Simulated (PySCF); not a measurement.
## C4H3ClF3O (charge +1): NMR shielding calculation

- system: C4H3ClF3O, charge +1
- method: GIAO PBE0/pcSseg-1 NMR shielding, non-relativistic, gas phase (PySCF 2.14.0)

The geometry comes from this level: GFN2-xTB, MD frame at 1000 fs, 400 K. It belongs to a series of runs on one base structure; here: MD frame at 1000 fs, 400 K. Figures and captions count atoms from 1; the log counts them from 0 in places.

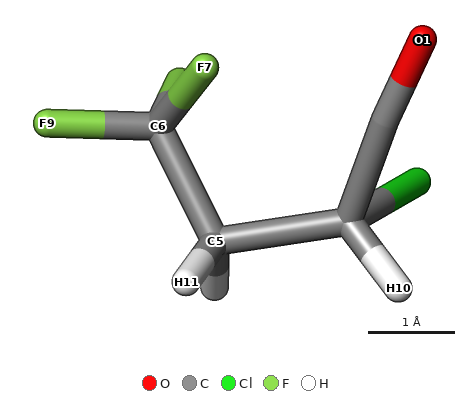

The structure as given in the input (stick view, seen at a tilt; atoms are numbered from 1 in the order of the input).

The input
```
{"job": {"kind": "nmr", "xc": "PBE0", "basis": "pcSseg-1", "pop": false}, "charge": 1, "multiplicity": 1}
O      0.223400     1.728800     0.749700
C      0.327800     0.614300     0.593200
C      0.587700    -0.783500     0.235900
Cl     1.288600    -0.416700    -1.422300
C     -0.670400    -1.715600     0.331500
C     -1.867300    -0.926600    -0.130700
F     -1.838600     0.178600     0.647700
F     -1.721500    -0.695500    -1.503400
F     -3.052300    -1.457100     0.076100
H      1.407600    -1.049400     0.863400
H     -0.873900    -2.046100     1.332100
H     -0.319100    -2.397600    -0.388800
```

The first line tells a small driver script what to run in PySCF; the rest is the geometry in Å.

Run on 1 CPU thread, shared host.

Launch command:
```bash
OMP_NUM_THREADS=1 python <driver script> task.json out
```

The program's output
```
coarse grid: 12176 points
cycle   1  E = -987.6864108665  dE =  1.980e+00  |g| = 1.212e+00  |ddm| = 3.167e+00
cycle   2  E = -986.6992917936  dE =  9.871e-01  |g| = 2.666e+00  |ddm| = 2.317e+00
cycle   3  E = -987.9497320059  dE = -1.250e+00  |g| = 4.403e-01  |ddm| = 1.521e+00
cycle   4  E = -987.9819994090  dE = -3.227e-02  |g| = 1.147e-01  |ddm| = 2.747e-01
cycle   5  E = -987.9840154313  dE = -2.016e-03  |g| = 2.974e-02  |ddm| = 6.719e-02
cycle   6  E = -987.9841786811  dE = -1.632e-04  |g| = 6.923e-03  |ddm| = 2.589e-02
cycle   7  E = -987.9841868267  dE = -8.146e-06  |g| = 2.278e-03  |ddm| = 4.803e-03
final grid: 118720 points
cycle   8  E = -988.0686980642  dE = -2.748e-05  |g| = 1.578e-02  |ddm| = 2.652e-02
cycle   9  E = -988.0685129011  dE =  1.852e-04  |g| = 3.570e-02  |ddm| = 2.526e-02
cycle  10  E = -988.0687420543  dE = -2.292e-04  |g| = 2.790e-03  |ddm| = 1.769e-02
cycle  11  E = -988.0687434326  dE = -1.378e-06  |g| = 7.074e-04  |ddm| = 1.907e-03
cycle  12  E = -988.0687435024  dE = -6.977e-08  |g| = 1.612e-04  |ddm| = 5.084e-04
cycle  13  E = -988.0687435067  dE = -4.311e-09  |g| = 4.360e-05  |ddm| = 1.412e-04
cycle  14  E = -988.0687435071  dE = -3.806e-10  |g| = 1.523e-05  |ddm| = 4.219e-05
```

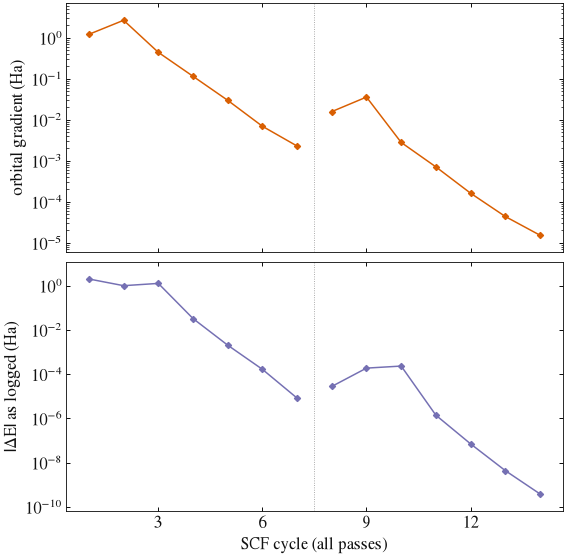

Convergence of the self-consistent field: orbital gradient and size of the energy change against the SCF cycle. The dotted line marks the change from a coarse to the final integration grid. The first 7 cycles use a coarse grid, the final grid takes over at cycle 8, and the field converges after 14 cycles in all.

```
converged SCF energy = -988.0687435071

GIAO shielding tensors (ppm)
atom      isotropic    diamagn.    paramagn.     s11        s22        s33       span
  0 O      -69.625     396.539    -466.164   -248.580   -156.144    195.848    444.428
  1 C       22.669     264.107    -241.438   -110.518    -95.445    273.969    384.486
  2 C      136.737     253.849    -117.112    111.082    146.921    152.209     41.127
  3 Cl     548.844    1145.536    -596.693    211.365    439.509    995.657    784.292
  4 C      139.477     248.692    -109.214    125.414    145.254    147.764     22.351
  5 C       50.489     241.235    -190.746     39.662     47.938     63.867     24.205
  6 F      206.926     478.115    -271.189    140.802    215.472    264.506    123.704
  7 F      211.781     474.354    -262.572    105.803    191.990    337.551    231.748
  8 F      246.531     464.091    -217.561    170.702    256.455    312.435    141.733
  9 H       26.778      28.088      -1.309     21.841     25.221     33.273     11.432
 10 H       28.216      26.637       1.579     23.735     26.813     34.101     10.366
 11 H       28.937      27.391       1.545     24.556     27.982     34.271      9.715
```

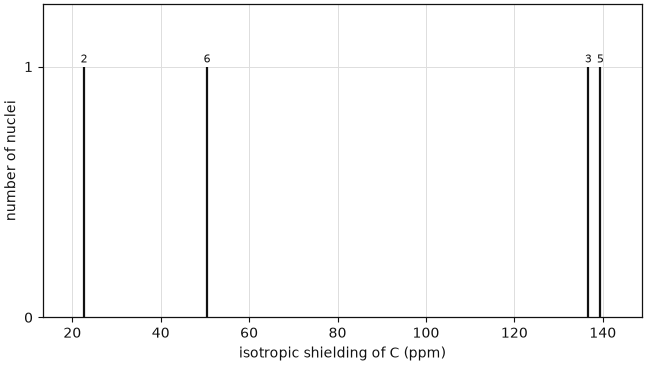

Isotropic shieldings of the carbon nuclei in this fixed geometry, labelled by atom number; shielding grows to the right, so chemical shift grows to the left. The least shielded is C2 (22.7 ppm), the most shielded C5 (139.5 ppm).

Summary

```tsv
quantity	value
outcome	converged
total energy	−988.068744 hartree
HOMO	−14.84 eV
LUMO	−8.57 eV
isotropic shielding, O	−69.6 ppm
isotropic shielding, C	22.7 to 139.5 ppm
isotropic shielding, Cl	548.8 ppm
isotropic shielding, F	206.9 to 246.5 ppm
isotropic shielding, H	26.8 to 28.9 ppm
wall time	34 s
peak memory	0.81 GiB
```
